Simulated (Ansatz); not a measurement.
# Tl2RuS4, from a guessed structure to a relaxed one

This structure for Tl2RuS4 is made up. Its elements were placed in a known structure type with a cell scaled to their sizes. What cell does the guess relax to, and how far off was it?

Calculated with Ansatz 0.2.0; DFT, r2SCAN, plane-wave PAW, files of the set soft_1, scalar-relativistic, no spin, cell and ions relaxed at zero pressure; PAW set soft_1, in the first sound run; inputs show where later runs differ.

### 1. The structure

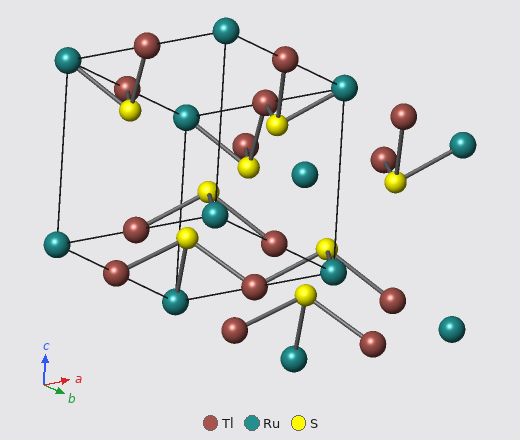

The starting structure, seen from a free direction (thallium brown, ruthenium teal, sulfur yellow). 1×2×1 cells are drawn. Bonds to atoms that aren't drawn are left out. Some periodic images of atoms are drawn too.

### 2. Relaxing cell and atoms

The guess takes its coordinates from another compound and its volume from a rule, so the cell and any free coordinates are relaxed together.

The input, input.yaml:

```yaml
crystal:
  lattice:
    - [5.826, 0.0, 0.0]
    - [0.0, 5.826, 0.0]
    - [0.0, 0.0, 5.738]
  atoms:
    - { symbol: Tl, position: [0.5, 0.0, 0.0] }
    - { symbol: Tl, position: [0.0, 0.5, 0.0] }
    - { symbol: Ru, position: [0.0, 0.0, 0.0] }
    - { symbol: S, position: [0.7657, 0.2343, 0.236] }
    - { symbol: S, position: [0.2343, 0.2343, 0.764] }
    - { symbol: S, position: [0.7657, 0.7657, 0.764] }
    - { symbol: S, position: [0.2343, 0.7657, 0.236] }
kpoints:
  mp_grid: { grid: [5, 5, 5] }
scf:
  occupations: { method: fermi_dirac, width: 0.05 }
hamiltonian:
  xc: r2scan
  pseudopotentials: { kind: paw, azcp: { folder: soft_1 } }
relax:
  f_tol: 0.015
  max_steps: 70
  cell: {}
output:
  forces: true
  stress: true
```

The run is started by

```sh
ansatz run input.yaml --threads 4 --pin off --max-ram 10240MiB --backend cpu --events-out ev --progress --plain --runs-dir out
```

Numbers of over 12 decimals in the logs are rounded to 6 here.

Log:

```text
Engine: ansatz 0.2.0, x86_64-unknown-linux-gnu
Pseudopotentials: kind: paw
Pseudopotential: Tl, paw, valence charge 13, recommended cutoff 500 eV (meta_gga), soft_1/Tl.paw.azcp
Pseudopotential: Ru, paw, valence charge 16, recommended cutoff 500 eV (meta_gga), soft_1/Ru.paw.azcp
Pseudopotential: S, paw, valence charge 6, recommended cutoff 500 eV (meta_gga), soft_1/S.paw.azcp
Functional definition: r2SCAN
  parameter k0 = 0.174
  parameter k1 = 0.065
  parameter a1 = 4.9479
  exchange = r2scan_x(k0 = k0, k1 = k1, a1 = a1)
  correlation = r2scan_c
Crystal: 7 atoms, lattice volume = 194.761 Å³
Basis set: ecut = 500 eV, 4929 PW (Γ), exchange–correlation on 180×180×180 points (64 copies of the dense FFT grid, shifted against one another)
Bands: 40, of which v1, the nominal top of the filled ones, is band 33 counted from 1 (32 counted from 0)
Symmetry: 8 space group operations
Space group: P-42m (ITA 111), of the structure as read, at distance tolerance 5.8e-5 Å
k-points: 18 of 125 (time reversal used)
Non-local potential: Tl, projectors of the file, l = 0: 2, l = 1: 2, l = 2: 2, l = 3: 1
Non-local potential: Ru, projectors of the file, l = 0: 3, l = 1: 2, l = 2: 2, l = 3: 1
Non-local potential: S, projectors of the file, l = 0: 2, l = 1: 2, l = 2: 1
PAW form: soft (Blöchl's): semilocal exchange-correlation on the pseudo side does not see the compensation charge
PAW frozen core: Tl, regenerated for the run's functional (the file was generated under x = pbe(κ = 0.804, μ = 0.219515), c = pbe(β = 0.066725))
PAW frozen core: Ru, regenerated for the run's functional (the file was generated under x = pbe(κ = 0.804, μ = 0.219515), c = pbe(β = 0.066725))
PAW frozen core: S, regenerated for the run's functional (the file was generated under x = pbe(κ = 0.804, μ = 0.219515), c = pbe(β = 0.066725))
PAW one-centre angular grid: Tl, 590 points (default); XC on 160 Gauss nodes
PAW one-centre angular grid: Ru, 590 points (default); XC on 160 Gauss nodes
PAW one-centre angular grid: S, 302 points (default); XC on 160 Gauss nodes
Initial density: superposition of atomic densities (chi_scale 0.1, normalization cell, long waves kept (reshape's long-wave potential 0.06 eV rms))
Initial wavefunctions: pseudopotential atomic-orbital guess
Functional: x = r2scan, c = r2scan; τ floored in thin density (d = 2e-4 eV/Å³)
SCF iter   1: F=—  HF=-32432.929671 eV  |F-HF|=—  |Δ(HF+E_count)|=         —  Δρ=5.37e-2  dr2=6.41e0  dr2_τ=2.92e-1  ethr=3.10e-3  ⟨swp⟩=9.0  Hψ=3547  notcnv=0
preconditioner: auto → LDOS  [metal: Δε(μ)=0.010 eV  Ē_g=11.158 eV  σ=0.050 eV  W_gap=0.05  n_scr=32 (ndim 8)  ℏωp=20.3 eV  f_vac=0.091  D(μ)=9.14/eV (n_scr^D=80)  β→1.0]
SCF iter   2: F=—  HF=-32432.248169 eV  |F-HF|=—  |Δ(HF+E_count)|=   6.82e-1  Δρ=2.14e-2  dr2=1.50e0  dr2_τ=1.33e-1  ethr=3.10e-3  ⟨swp⟩=3.2  Hψ=1664  notcnv=0
SCF iter   3: F=—  HF=-32432.124482 eV  |F-HF|=—  |Δ(HF+E_count)|=   1.24e-1  Δρ=1.69e-2  dr2=1.05e0  dr2_τ=6.99e-3  ethr=2.27e-3  ⟨swp⟩=3.2  Hψ=1227  notcnv=0
SCF iter   4: F=—  HF=-32432.059028 eV  |F-HF|=—  |Δ(HF+E_count)|=   6.55e-2  Δρ=9.91e-3  dr2=3.42e-1  dr2_τ=4.47e-3  ethr=1.59e-3  ⟨swp⟩=1.1  Hψ=777  notcnv=0
SCF iter   5: F=—  HF=-32432.032633 eV  |F-HF|=—  |Δ(HF+E_count)|=   2.64e-2  Δρ=3.66e-3  dr2=5.09e-2  dr2_τ=4.57e-4  ethr=5.19e-4  ⟨swp⟩=2.0  Hψ=888  notcnv=0
SCF iter   6: F=—  HF=-32432.029028 eV  |F-HF|=—  |Δ(HF+E_count)|=   3.61e-3  Δρ=8.82e-4  dr2=3.25e-3  dr2_τ=3.05e-5  ethr=7.72e-5  ⟨swp⟩=2.0  Hψ=768  notcnv=0
SCF iter   7: F=—  HF=-32432.029167 eV  |F-HF|=—  |Δ(HF+E_count)|=   1.39e-4  Δρ=1.76e-4  dr2=9.21e-5  dr2_τ=3.79e-6  ethr=4.92e-6  ⟨swp⟩=2.1  Hψ=1038  notcnv=0
SCF iter   8: F=—  HF=-32432.029118 eV  |F-HF|=—  |Δ(HF+E_count)|=   4.87e-5  Δρ=6.53e-5  dr2=1.09e-5  dr2_τ=5.16e-7  ethr=1.40e-7  ⟨swp⟩=2.0  Hψ=1284  notcnv=0
SCF iter   9: F=—  HF=-32432.029120 eV  |F-HF|=—  |Δ(HF+E_count)|=   1.72e-6  Δρ=1.59e-5  dr2=8.84e-7  dr2_τ=2.58e-8  ethr=1.65e-8  ⟨swp⟩=2.9  Hψ=1429  notcnv=0
SCF iter  10: F=-32432.029121 eV  HF=-32432.029121 eV  |F-HF|=1.85e-8  |Δ(HF+E_count)|=   3.81e-7  Δρ=5.17e-6  dr2=5.50e-8  dr2_τ=2.97e-9  ethr=1.52e-10  ⟨swp⟩=3.7  Hψ=3311  notcnv=0
SCF 1 converged in 10 iterations: F = -32432.029121 eV  dr2 = 5.50e-8
  greatest PAW one-centre occupation: 0.999 electrons in one spin orbital (limit 2), on the Ru atom at site 2 (counted from 0), in its partial waves of l = 0
relax step   1: F+E_penalty+E_count = -32432.02912058 eV  Δ(F+E_penalty+E_count) = +0.000e0 eV  max|allowed force component| = 1.476e0 eV/Å  Δτ_max = 0.0000 Å  P = +7.282 GPa  Ω = 194.761 Å³  (10 SCF iters, dr2 threshold 1.00e-7 eV, accepted)
Crystal: 7 atoms, lattice volume = 207.879 Å³
Basis set: ecut = 500 eV, 5269 PW (Γ), exchange–correlation on 180×180×180 points (64 copies of the dense FFT grid, shifted against one another)
Initial density: handed on by an earlier stage of this run
Initial wavefunctions: those handed on with the density
iter 1 solved again at ethr=1.90e-3 eV; its pass at ethr=3.10e-3 eV (dr2=1.26e0 eV) is discarded
SCF iter   1: F=—  HF=-32432.499540 eV  |F-HF|=—  |Δ(HF+E_count)|=         —  Δρ=1.82e-2  dr2=1.26e0  dr2_τ=9.18e-1  ethr=1.90e-3  ⟨swp⟩=1.0  Hψ=4443  notcnv=0
preconditioner: auto → LDOS  [metal: Δε(μ)=0.015 eV  Ē_g=10.089 eV  σ=0.050 eV  W_gap=0.07  n_scr=32 (ndim 8)  ℏωp=19.6 eV  f_vac=0.165  D(μ)=7.15/eV (n_scr^D=56)  β→1.0]
SCF iter   2: F=—  HF=-32433.158653 eV  |F-HF|=—  |Δ(HF+E_count)|=   6.59e-1  Δρ=8.44e-3  dr2=7.85e-2  dr2_τ=3.57e-2  ethr=1.90e-3  ⟨swp⟩=2.9  Hψ=1401  notcnv=0
SCF iter   3: F=—  HF=-32433.151484 eV  |F-HF|=—  |Δ(HF+E_count)|=   7.17e-3  Δρ=3.82e-3  dr2=6.53e-2  dr2_τ=1.21e-3  ethr=1.19e-4  ⟨swp⟩=2.2  Hψ=1623  notcnv=0
SCF iter   4: F=—  HF=-32433.145823 eV  |F-HF|=—  |Δ(HF+E_count)|=   5.66e-3  Δρ=1.37e-3  dr2=8.80e-3  dr2_τ=1.84e-4  ethr=9.89e-5  ⟨swp⟩=1.7  Hψ=766  notcnv=0
SCF iter   5: F=—  HF=-32433.145220 eV  |F-HF|=—  |Δ(HF+E_count)|=   6.03e-4  Δρ=4.91e-4  dr2=9.76e-4  dr2_τ=1.44e-5  ethr=1.33e-5  ⟨swp⟩=1.0  Hψ=720  notcnv=0
SCF iter   6: F=—  HF=-32433.145225 eV  |F-HF|=—  |Δ(HF+E_count)|=   4.93e-6  Δρ=1.60e-4  dr2=1.10e-4  dr2_τ=1.29e-6  ethr=1.48e-6  ⟨swp⟩=1.9  Hψ=761  notcnv=0
SCF iter   7: F=—  HF=-32433.145161 eV  |F-HF|=—  |Δ(HF+E_count)|=   6.39e-5  Δρ=8.99e-5  dr2=3.22e-5  dr2_τ=3.90e-7  ethr=1.67e-7  ⟨swp⟩=2.1  Hψ=1063  notcnv=0
SCF iter   8: F=—  HF=-32433.145158 eV  |F-HF|=—  |Δ(HF+E_count)|=   2.62e-6  Δρ=3.00e-5  dr2=3.72e-6  dr2_τ=4.63e-8  ethr=4.88e-8  ⟨swp⟩=2.4  Hψ=1204  notcnv=0
[...]
relax step   5: F+E_penalty+E_count = -32435.71295707 eV  Δ(F+E_penalty+E_count) = -6.684e-1 eV  max|allowed force component| = 6.184e-1 eV/Å  Δτ_max = 0.1567 Å  P = +3.202 GPa  Ω = 254.245 Å³  energy of the carried Pulay correction = -5.032e-3 eV  (7 SCF iters, dr2 threshold 7.00e-7 eV, accepted)
relax step   6: F+E_penalty+E_count = -32436.07866661 eV  Δ(F+E_penalty+E_count) = -3.657e-1 eV  max|allowed force component| = 2.273e-1 eV/Å  Δτ_max = 0.0947 Å  P = -0.103 GPa  Ω = 275.420 Å³  energy of the carried Pulay correction = -6.521e-3 eV  (6 SCF iters, dr2 threshold 7.00e-7 eV, accepted)
relax step   7: F+E_penalty+E_count = -32436.11607153 eV  Δ(F+E_penalty+E_count) = -3.740e-2 eV  max|allowed force component| = 6.707e-2 eV/Å  Δτ_max = 0.0452 Å  P = -0.428 GPa  Ω = 279.350 Å³  energy of the carried Pulay correction = -6.783e-3 eV  (6 SCF iters, dr2 threshold 7.00e-7 eV, accepted)
relax step   8: F+E_penalty+E_count = -32436.12689536 eV  Δ(F+E_penalty+E_count) = -1.082e-2 eV  max|allowed force component| = 4.165e-2 eV/Å  Δτ_max = 0.0116 Å  P = -0.303 GPa  Ω = 273.894 Å³  energy of the carried Pulay correction = -6.418e-3 eV  (6 SCF iters, dr2 threshold 4.91e-7 eV, accepted)
relax step   9: F+E_penalty+E_count = -32436.13809972 eV  Δ(F+E_penalty+E_count) = -1.120e-2 eV  max|allowed force component| = 5.472e-2 eV/Å  Δτ_max = 0.0319 Å  P = +0.216 GPa  Ω = 259.511 Å³  energy of the carried Pulay correction = -5.415e-3 eV  (7 SCF iters, dr2 threshold 2.90e-7 eV, accepted)
relax step  10: F+E_penalty+E_count = -32436.13894118 eV  Δ(F+E_penalty+E_count) = -8.415e-4 eV  max|allowed force component| = 1.777e-2 eV/Å  Δτ_max = 0.0093 Å  P = -0.041 GPa  Ω = 259.598 Å³  energy of the carried Pulay correction = -5.421e-3 eV  (6 SCF iters, dr2 threshold 1.87e-7 eV, accepted)
relax step  11: F+E_penalty+E_count = -32436.13901411 eV  Δ(F+E_penalty+E_count) = -7.293e-5 eV  max|allowed force component| = 5.932e-4 eV/Å  Δτ_max = 0.0038 Å  P = -0.000 GPa  Ω = 260.195 Å³  energy of the carried Pulay correction = -5.464e-3 eV  (6 SCF iters, dr2 threshold 1.97e-8 eV, accepted)
relax step  12: F+E_penalty+E_count = -32436.18961755 eV  Δ(F+E_penalty+E_count) = -5.060e-2 eV  max|allowed force component| = 6.841e-3 eV/Å  Δτ_max = 0.0000 Å  P = +0.218 GPa  Ω = 260.195 Å³  stress off target by 3.26e-1 GPa  SCF on the basis re-selected at this cell (its energy is not comparable with the rows above)  (8 SCF iters)
relax step  13: F+E_penalty+E_count = -32436.19300212 eV  Δ(F+E_penalty+E_count) = -3.385e-3 eV  max|allowed force component| = 7.581e-3 eV/Å  Δτ_max = 0.0096 Å  P = +0.028 GPa  Ω = 263.357 Å³  energy of the carried Pulay correction = -2.348e-4 eV  (5 SCF iters, dr2 threshold 2.65e-7 eV, accepted)
iter 1 solved again at ethr=3.62e-6 eV; its pass at ethr=3.10e-3 eV (dr2=2.39e-3 eV) is discarded
SCF iter   1: F=—  HF=-32436.187231 eV  |F-HF|=—  |Δ(HF+E_count)|=         —  Δρ=1.47e-4  dr2=4.20e-6  dr2_τ=2.40e-7  ethr=3.62e-6  ⟨swp⟩=2.2  Hψ=5027  notcnv=0
eigensolver tolerance schedule: the retry pair's looser diagonalisation over-reported the residual by 567.51 of it (diagonalisation noise at 1.96 of the residual, at the tolerance the schedule requests for it); recorded, not acted on — ethr = c·dr2/N_el stays at c = 1.0e-1
preconditioner: auto → LDOS  [metal: Δε(μ)=0.084 eV  Ē_g=9.724 eV  σ=0.050 eV  W_gap=0.35  n_scr=46 (ndim 8)  ℏωp=17.4 eV  f_vac=0.266  D(μ)=2.54/eV (n_scr^D=10)  β→1.0]
SCF iter   2: F=—  HF=-32436.193240 eV  |F-HF|=—  |Δ(HF+E_count)|=   6.01e-3  Δρ=1.94e-5  dr2=5.57e-6  dr2_τ=5.36e-8  ethr=6.36e-9  ⟨swp⟩=3.3  Hψ=1991  notcnv=0
SCF iter   3: F=—  HF=-32436.193242 eV  |F-HF|=—  |Δ(HF+E_count)|=   1.63e-6  Δρ=6.77e-6  dr2=4.71e-7  dr2_τ=5.86e-9  ethr=6.36e-9  ⟨swp⟩=2.0  Hψ=981  notcnv=0
SCF iter   4: F=—  HF=-32436.193243 eV  |F-HF|=—  |Δ(HF+E_count)|=   9.50e-7  Δρ=3.68e-6  dr2=1.90e-7  dr2_τ=1.05e-9  ethr=7.14e-10  ⟨swp⟩=2.0  Hψ=1195  notcnv=0
SCF iter   5: F=—  HF=-32436.193243 eV  |F-HF|=—  |Δ(HF+E_count)|=   1.74e-7  Δρ=9.27e-7  dr2=1.82e-9  dr2_τ=4.65e-10  ethr=2.88e-10  ⟨swp⟩=2.0  Hψ=1007  notcnv=0
SCF iter   6: F=—  HF=-32436.193243 eV  |F-HF|=—  |Δ(HF+E_count)|=  3.09e-10  Δρ=3.41e-7  dr2=4.39e-10  dr2_τ=2.87e-11  ethr=2.76e-12  ⟨swp⟩=2.1  Hψ=1322  notcnv=0
SCF iter   7: F=-32436.193243 eV  HF=-32436.193243 eV  |F-HF|=5.82e-11  |Δ(HF+E_count)|=  7.64e-11  Δρ=9.81e-8  dr2=5.64e-11  dr2_τ=5.91e-13  ethr=1.00e-12  ⟨swp⟩=3.2  Hψ=3136  notcnv=0
SCF 14 converged in 7 iterations: F = -32436.193243 eV  dr2 = 5.64e-11
relax step  14: F+E_penalty+E_count = -32436.19324275 eV  Δ(F+E_penalty+E_count) = -2.406e-4 eV  max|allowed force component| = 7.580e-3 eV/Å  Δτ_max = 0.0000 Å  P = +0.028 GPa  Ω = 263.357 Å³  stress off target by 3.89e-2 GPa  SCF on the basis re-selected at this cell (its energy is not comparable with the rows above)  (7 SCF iters)
basis re-selected at this cell: Δ(F+E_penalty+E_count) = -2.406e-4 eV, ΔP = -0.000 GPa vs the last step (what re-selecting the basis moved, of the pressure what is left beyond the Pulay correction that the steps carried, after the strain that the cell walked since its last selection, with what the two solves' SCF thresholds leave and, on support functions, any second-order correction that the steps lacked; it is no m [...]
SCF converged after 7 iterations
Free energy (F): -32436.193243 eV
Harris-Foulkes:  -32436.193243 eV  (|F-HF|=5.82e-11)
Internal energy: -32436.172914 eV  (E = F + TS)
E sigma→0 (E₀):  -32436.183078 eV
Entropy (-TS):   -0.020329 eV (-2.904 meV/atom)
Fermi energy:    3.430037 eV
--- Per-component energies (eV) ---
  E_band       = -648.454564
  E_kinetic    = 1406.253763
  E_local      = -7702.893448  (includes V_loc(G=0)·N_el)
  E_nonlocal   = 1185.076164
  E_hartree    = 3048.532652
  E_xc         = -841.546866
  E_vxc        = -857.922524  (∫ρ·V_xc dr)
  E_paw        = -26413.512256  (= ΣΔE_a)
  E_vpaw       = -830.853077  (= ΣTr[D̂ρ^β])
  E_aug_tail   = 0.000602  (compensation charges beyond the density's cutoff)
  E_vtau       = 54.819246  (kinetic-family band-sum trace: ∫τ·v_τ [+ j·A + Jᵃ·Aᵃ] dr)
  E_ewald      = -3119.412613
  E_core_change = 1.329088  (= ΣΔE_core)
  E_smearing   = -0.020329  (= −TS)
  E_closure    = 0.000000  (closes the sum)
  Σ components = -32436.193243   (vs F -32436.193243, Δ=0.00e0)
--- Forces (eV/Å), atoms counted from 1 ---
  atom   1  Tl     0.00000000     0.00000000     0.00000000
  atom   2  Tl     0.00000000     0.00000000     0.00000000
  atom   3  Ru     0.00000000     0.00000000     0.00000000
  atom   4  S      0.00757993    -0.00757993     0.00235095
  atom   5  S     -0.00757993    -0.00757993    -0.00235095
  atom   6  S      0.00757993     0.00757993    -0.00235095
  atom   7  S     -0.00757993     0.00757993     0.00235095
  max |Σ_I F_I| component: 2.43e-17 eV/Å
--- Stress (GPa, compression-positive) ---
        0.038907       0.000000      -0.000000
        0.000000       0.038907       0.000000
       -0.000000       0.000000       0.005725
  P = ⅓ Tr σ = 0.0278 GPa (0.278 kbar)
--- Relaxed structure (12 steps of the walk, 12 accepted, 2 SCFs on fresh bases) ---
  F+E_penalty+E_count = -32436.19324275 eV   max|allowed force component| = 7.580e-3 eV/Å   (the final SCF, on the basis selected at the relaxed cell)
  cell:  # Å, volume = 263.3569 Å³
    - [7.319322, 0, 0.0]
    - [0, 7.319322, 0]
    - [0.0, 0, 4.915900]
  atoms:
    - { symbol: Tl, position: [0.500000, 0, 4.534829581675167e-19] }
    - { symbol: Tl, position: [0, 0.500000, 4.534829581675167e-19] }
    - { symbol: Ru, position: [0, 0, 4.534829581675167e-19] }
    - { symbol: S, position: [0.819453, 0.180547, 0.223471] }
    - { symbol: S, position: [0.180547, 0.180547, 0.776529] }
    - { symbol: S, position: [0.819453, 0.819453, 0.776529] }
    - { symbol: S, position: [0.180547, 0.819453, 0.223471] }
```

Elapsed: 62 s, on 4 threads of INTEL XEON PLATINUM 8581C at 2.10GHz (Emerald Rapids), shared host; peak memory 1.1 GiB.

Step by step:

```tsv
step	energy less that of the first step (eV)	largest force component (eV/Å)	pressure (GPa)	volume (Å³)
1	0.0000	1.4763	7.28	194.76
2	-1.1160	0.5734	0.47	207.88
3	-1.9715	0.9216	-0.10	221.40
4	-3.0154	0.9975	0.36	237.33
5	-3.6838	0.6184	3.20	254.24
6	-4.0495	0.2273	-0.10	275.42
7	-4.0870	0.0671	-0.43	279.35
8	-4.0978	0.0417	-0.30	273.89
9	-4.1090	0.0547	0.22	259.51
10	-4.1098	0.0178	-0.04	259.60
11	-4.1099	0.0006	0.00	260.19
12*	-4.1605	0.0068	0.22	260.19
13	-4.1639	0.0076	0.03	263.36
14*	-4.1641	0.0076	0.03	263.36
```

Relaxation steps marked * repeat the geometry before them on a plane-wave basis chosen anew for their cell, so energy and pressure can jump there.

Forces are held to the 8 operations that the run works with; a distortion that breaks them can't arise in this run.

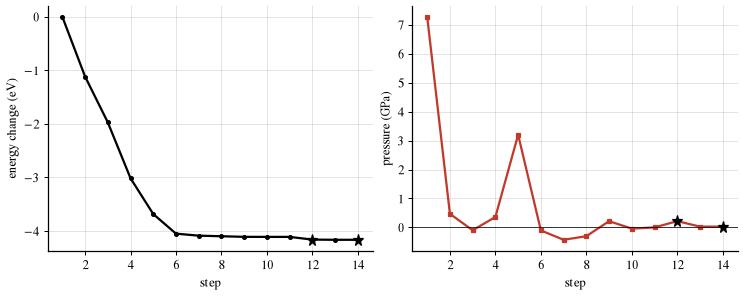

Energy and pressure along the relaxation. Stars mark steps on a basis chosen anew.

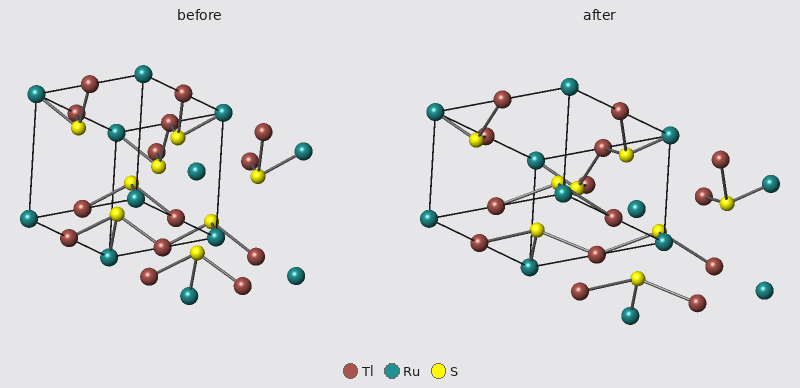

The structure before and after the relaxation, drawn at the same scale. Bonds to atoms that aren't drawn are left out.

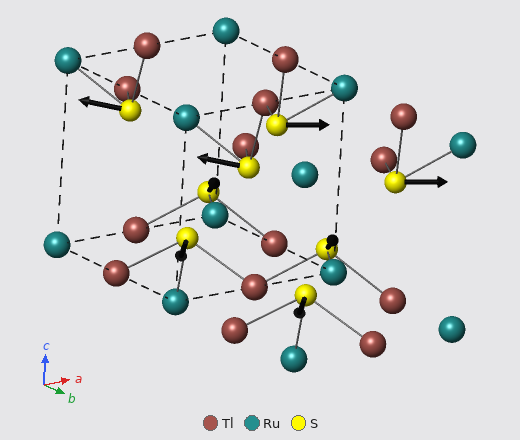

Displacements in the relaxation, exaggerated, measured against the changing cell; the longest in the cell stands for 0.56 Å. Bonds to atoms that aren't drawn are left out. 1×2×1 cells are drawn. Some periodic images of atoms are drawn too.

```tsv
cell as run	before	after	change
a (Å)	5.826	7.319	+25.6 %
b (Å)	5.826	7.319	+25.6 %
c (Å)	5.738	4.916	-14.3 %
volume (Å³/atom)	27.82	37.62	+35.2 %
```

The atoms that moved most (Å, as changes of fractional coordinates times the final cell):

```tsv
atom	dx	dy	dz	length
S6	0.393	0.393	0.062	0.560
S4	0.393	-0.393	-0.062	0.560
S7	-0.393	0.393	-0.062	0.560
S5	-0.393	-0.393	0.062	0.560
```

This step gave:

* free energy: -32436.1932 eV
* energy at zero smearing: -32436.1831 eV
* smearing term TS: 0.02033 eV
* Fermi energy: 3.430 eV
* electrons: 66
* symmetry operations: 8
* pressure: 0.02785 GPa

The shortest distance of each pair, which need not be the same contact before and after:

```tsv
pair	guess (Å)	relaxed (Å)
Ru–S	2.358	2.168
S–Tl	2.468	2.902
S–S	3.846	3.437
Ru–Tl	2.913	3.660
Tl–Tl	4.120	4.916
```

The relaxation ends with a largest force component of 0.0076 eV/Å and a pressure of 0.03 GPa.

(Part 1 of 2 ends here.)

[Logs are printed without paths, hosts, clocks, repeated set-up lines and the standing remarks that a program may print on its own settings, such as how far it seeks lower states.]

[Hosts, paths, dates, database ids (printed as entryN), source tags and the programs' standing remarks are cut or masked in the printed files.]
